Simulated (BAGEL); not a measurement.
# CuH2BrO (SMILES [OH2+][Cu-][Br]): levels of theory compared

Wanted: a comparison of 5 runs (HF/3-21G, B3LYP/6-31G*, B3LYP/def2-SVPD, PBE0/def2-SVPD, RI-MP2/def2-SVPD) of CuH2BrO. 

The calculation is run with BAGEL 1.2.2.

11 further runs of the same task are left out: 8 that didn't finish, 3 set aside as unsound or not needed.

### 1 Starting point

CuH2BrO: 5 atoms, total charge 0, spin state singlet. SMILES: `[OH2+][Cu-][Br]`. Geometry: relaxed at PBE0-D4/def2-TZVP. This is one conformer, not always the lowest.

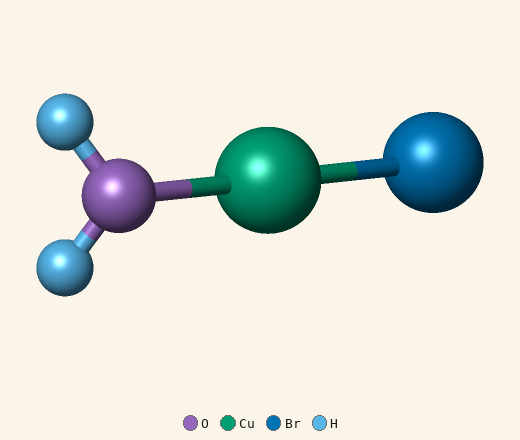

Viewed from a chosen angle; oxygen purple, copper teal, bromine blue, hydrogen blue.

### 2 A single-point energy at HF/3-21G (density fitting with qzvpp-jkfit) (run 1)

input.json

```json
{ "bagel" : [

{
  "title" : "molecule",
  "basis" : "3-21g.json",
  "df_basis" : "qzvpp-jkfit",
  "angstrom" : true,
  "geometry" : [
    { "atom" : "O", "xyz" : [   -0.686600,    0.719300,   -0.367700 ] },
    { "atom" : "Cu", "xyz" : [    0.704500,   -0.400800,    0.454100 ] },
    { "atom" : "Br", "xyz" : [    2.253500,   -1.680400,    1.359400 ] },
    { "atom" : "H", "xyz" : [   -1.593400,    0.469800,   -0.164100 ] },
    { "atom" : "H", "xyz" : [   -0.628000,    0.818300,   -1.323100 ] }
  ]
},
{ "title" : "hf" },
{ "title" : "print", "file" : "orbitals.molden", "orbitals" : true }

]}
```

The basis set 3-21G is read from a file made from the Basis Set Exchange's data (not shown).

Run with:

```
$ BAGEL_NUM_THREADS=1 BAGEL input.json > input.out
```

The program printed:

```text
* using 1 threads per process

  ===============================================================
  ===============================================================

  *** Geometry ***

  { "atom" : "O", "xyz" : [     -1.297486,      1.359280,     -0.694852 ] },
  { "atom" : "Cu", "xyz" : [      1.331312,     -0.757402,      0.858125 ] },
  { "atom" : "Br", "xyz" : [      4.258498,     -3.175496,      2.568894 ] },
  { "atom" : "H", "xyz" : [     -3.011090,      0.887793,     -0.310104 ] },
  { "atom" : "H", "xyz" : [     -1.186748,      1.546363,     -2.500297 ] },

  Number of auxiliary basis functions:      643

  Since a DF basis is specified, we compute 2- and 3-index integrals:
    o Being stored without compression. Storage requirement is 0.020 GB

  Number of basis functions:       62
  Number of electrons      :       74

    * METHOD: MOLECULE                             0.25

  *** RHF ***

  === Nuclear Repulsion ===
   370.9112748985

      * DIIS with orbital gradients will be used.

  === RHF iteration (3-21g.json) ===
      0      -4266.09482412          0.03602621           0.09
      1      -4261.42384909          0.12819431           0.08
      2      -4266.37843668          0.00899790           0.08
      3      -4266.42760763          0.00419809           0.08
      4      -4266.43939474          0.00255690           0.08
      5      -4266.44798850          0.00137693           0.08
      6      -4266.44963344          0.00023580           0.08
      7      -4266.44968958          0.00006095           0.08
      8      -4266.44969559          0.00003226           0.08
      9      -4266.44969746          0.00001878           0.08
     10      -4266.44969846          0.00001275           0.08
     11      -4266.44969888          0.00000619           0.08
     12      -4266.44969901          0.00000248           0.08
     13      -4266.44969902          0.00000080           0.08
     14      -4266.44969902          0.00000050           0.08
     15      -4266.44969902          0.00000037           0.08
     16      -4266.44969902          0.00000025           0.08
     17      -4266.44969902          0.00000015           0.08
     18      -4266.44969902          0.00000006           0.09
     19      -4266.44969902          0.00000003           0.08
     20      -4266.44969902          0.00000001           0.08
    * SCF iteration converged.

    * Permanent dipole moment:
           (    2.873014,    -1.698500,     1.882137) a.u.

    * METHOD: HF                                   1.89

    * METHOD: PRINT                                0.00

  ===============================================================
```

It took 2.5 s on 1 thread of Intel Xeon 6975P-C (Granite Rapids), shared host; peak memory 0.13 GiB.

### 3 The energy at B3LYP/6-31G(d) (density fitting with qzvpp-jkfit, spherical functions) (run 2)

input.json

```json
{ "bagel": [

{
  "title": "molecule",
  "basis": "6-31gs.json",
  "df_basis": "qzvpp-jkfit",
  "angstrom": true,
  "geometry": [
    { "atom": "O", "xyz": [      -0.686600,       0.719300,      -0.367700 ] },
    { "atom": "Cu", "xyz": [       0.704500,      -0.400800,       0.454100 ] },
    { "atom": "Br", "xyz": [       2.253500,      -1.680400,       1.359400 ] },
    { "atom": "H", "xyz": [      -1.593400,       0.469800,      -0.164100 ] },
    { "atom": "H", "xyz": [      -0.628000,       0.818300,      -1.323100 ] }
  ]
},

{
  "title": "ks",
  "xc_func": "b3lyp",
  "charge": 0
},

{
  "title": "print",
  "file": "orbitals.molden",
  "orbitals": true
}

]}
```

The basis set 6-31G* is read from a file made from the Basis Set Exchange's data (not shown).

Run with:

```
$ BAGEL_NUM_THREADS=1 BAGEL input.json > input.out
```

The program printed:

```text
* using 1 threads per process

  ===============================================================
  ===============================================================

  *** Geometry ***

  { "atom" : "O", "xyz" : [     -1.297486,      1.359280,     -0.694852 ] },
  { "atom" : "Cu", "xyz" : [      1.331312,     -0.757402,      0.858125 ] },
  { "atom" : "Br", "xyz" : [      4.258498,     -3.175496,      2.568894 ] },
  { "atom" : "H", "xyz" : [     -3.011090,      0.887793,     -0.310104 ] },
  { "atom" : "H", "xyz" : [     -1.186748,      1.546363,     -2.500297 ] },

  Number of auxiliary basis functions:      643

  Since a DF basis is specified, we compute 2- and 3-index integrals:
    o Being stored without compression. Storage requirement is 0.036 GB

  Number of basis functions:       84
  Number of electrons      :       74

    * METHOD: MOLECULE                             0.36

  *** Kohn-Sham DFT ***

    * Removing 7421 points whose weight is below 1.00e-10
    * Grid points: 67109

  === Nuclear Repulsion ===
   370.9112748985

       - DIIS with orbital gradients will be used.

  === KS iteration (b3lyp / 6-31gs.json) ===
      0      -4164.01481011          0.13406387           0.35
      1      -3702.44585950          0.27858737           0.44
      2      -4058.34559731          0.22360671           0.34
      3      -4243.49531217          0.17809587           0.32
      4      -4284.48595388          0.11211007           0.32
      5      -4275.81732461          0.11720919           0.33
      6      -4289.70762344          0.04295194           0.32
      7      -4282.72689200          0.11007093           0.32
      8      -4289.81065401          0.04103173           0.34
      9      -4290.53675298          0.01037499           0.32
     10      -4290.52194717          0.01216899           0.32
     11      -4290.60572431          0.00189763           0.36
     12      -4290.60739336          0.00097347           0.34
     13      -4290.60780361          0.00019059           0.32
     14      -4290.60782156          0.00003697           0.31
     15      -4290.60782241          0.00001844           0.32
     16      -4290.60782260          0.00000185           0.31
     17      -4290.60782261          0.00000119           0.33
     18      -4290.60782261          0.00000056           0.31
     19      -4290.60782261          0.00000010           0.33
     20      -4290.60782261          0.00000006           0.32
     21      -4290.60782261          0.00000002           0.32
     22      -4290.60782261          0.00000001           0.32
    * SCF iteration converged.

    * Permanent dipole moment:
           (    2.464867,    -1.454808,     1.615491) a.u.

    * METHOD: KS                                   7.89

    * METHOD: PRINT                                0.01

  ===============================================================
```

Wall time 8.7 s (1 thread of Intel Xeon 6975P-C (Granite Rapids), shared host); peak memory 0.35 GiB.

Runs 3 to 4 aren't shown in full; the table further down has their settings and results.

### 4 The energy at RI-MP2/def2-SVPD (density fitting with qzvpp-jkfit) (run 5)

job.json

```json
{ "bagel" : [

{
  "title" : "molecule",
  "basis" : "def2-svpd.json",
  "df_basis" : "qzvpp-jkfit",
  "angstrom" : true,
  "geometry" : [
    { "atom" : "O", "xyz" : [      -0.686600,       0.719300,      -0.367700 ] },
    { "atom" : "Cu", "xyz" : [       0.704500,      -0.400800,       0.454100 ] },
    { "atom" : "Br", "xyz" : [       2.253500,      -1.680400,       1.359400 ] },
    { "atom" : "H", "xyz" : [      -1.593400,       0.469800,      -0.164100 ] },
    { "atom" : "H", "xyz" : [      -0.628000,       0.818300,      -1.323100 ] }
  ]
},

{ "title" : "hf" },

{ "title" : "mp2", "ncore" : 15 }

]}
```

The basis set def2-SVPD is read from a file made from the Basis Set Exchange's data (not shown).

Run with:

```
$ BAGEL_NUM_THREADS=1 BAGEL job.json > job.out
```

The program printed:

```text
* using 1 threads per process

  ===============================================================
  ===============================================================

  *** Geometry ***

  { "atom" : "O", "xyz" : [     -1.297486,      1.359280,     -0.694852 ] },
  { "atom" : "Cu", "xyz" : [      1.331312,     -0.757402,      0.858125 ] },
  { "atom" : "Br", "xyz" : [      4.258498,     -3.175496,      2.568894 ] },
  { "atom" : "H", "xyz" : [     -3.011090,      0.887793,     -0.310104 ] },
  { "atom" : "H", "xyz" : [     -1.186748,      1.546363,     -2.500297 ] },

  Number of auxiliary basis functions:      643

  Since a DF basis is specified, we compute 2- and 3-index integrals:
    o Being stored without compression. Storage requirement is 0.067 GB

  Number of basis functions:      114
  Number of electrons      :       74

    * METHOD: MOLECULE                             0.38

  *** RHF ***

  === Nuclear Repulsion ===
   370.9112748985

      * DIIS with orbital gradients will be used.

  === RHF iteration (def2-svpd.json) ===
      0      -4286.31149617          0.02432087           0.18
      1      -4285.32894607          0.04865150           0.19
      2      -4286.85625400          0.00496510           0.17
      3      -4286.86913269          0.00141187           0.17
      4      -4286.87130217          0.00038666           0.17
      5      -4286.87153799          0.00010954           0.17
      6      -4286.87156080          0.00003245           0.18
      7      -4286.87156286          0.00001465           0.19
      8      -4286.87156324          0.00000605           0.17
      9      -4286.87156331          0.00000305           0.17
     10      -4286.87156333          0.00000151           0.17
     11      -4286.87156334          0.00000091           0.17
     12      -4286.87156334          0.00000037           0.17
     13      -4286.87156334          0.00000015           0.17
     14      -4286.87156334          0.00000007           0.17
     15      -4286.87156334          0.00000004           0.18
     16      -4286.87156334          0.00000002           0.20
     17      -4286.87156334          0.00000001           0.17
     18      -4286.87156334          0.00000001           0.17
    * SCF iteration converged.

    * Permanent dipole moment:
           (    2.804754,    -1.723708,     1.817697) a.u.

    * METHOD: HF                                   3.67

  *** RHF ***

  === Nuclear Repulsion ===
   370.9112748985

      * DIIS with orbital gradients will be used.

  === RHF iteration (def2-svpd.json) ===
      0      -4286.87156334          0.00000000           0.17
    * SCF iteration converged.

    * Permanent dipole moment:
           (    2.804754,    -1.723708,     1.817697) a.u.

  === DF-MP2 calculation ===

    * freezing 15 orbitals
    * 3-index integral transformation done
    * assembly done

      MP2 correlation energy:   -0.8580208546      0.12

      MP2 total energy:       -4287.7295841947

    * METHOD: MP2                                  0.49

  ===============================================================
```

Run time: 5.1 s. Hardware: 1 thread of Intel Xeon 6975P-C (Granite Rapids), shared host; peak memory 0.23 GiB.

### 5 All runs side by side

```csv
run,level,frozen core orbitals,energy (Eh),dipole moment (D),HOMO energy (eV),LUMO energy (eV),wall time
1,HF/3-21G (density fitting with qzvpp-jkfit),–,-4266.449699,9.74,-8.05,1.65,2.5 s
2,"B3LYP/6-31G* (density fitting with qzvpp-jkfit, spherical functions)",–,-4290.607823,8.35,-5.48,-1.34,8.7 s
3,B3LYP/def2-SVPD (density fitting with qzvpp-jkfit),–,-4290.671218,8.43,-6.31,-1.94,16 s
4,PBE0/def2-SVPD (density fitting with qzvpp-jkfit),–,-4289.971635,8.59,-6.53,-1.59,14 s
5,RI-MP2/def2-SVPD (density fitting with qzvpp-jkfit),15,-4287.729584,–,–,–,5.1 s
```

### 6 Outcome

```
                                           quantity           value
                                run 5: total energy  -4287.72958 Eh
run 5: correlation energy (15 core orbitals frozen)      -858.0 mEh
```

**Reading.** Over runs 1, 2, 3, 4 the dipole moment (its size) runs from 8.35 D (B3LYP/6-31G*) to 9.74 D (HF/3-21G). The two ends differ in method and basis. Over runs 1, 2, 3, 4 the HOMO–LUMO gap runs from 4.14 eV (B3LYP/6-31G*) to 9.70 eV (HF/3-21G). Totals of different functionals can't be ranked against each other. All runs together took 46 s, the longest 16 s.
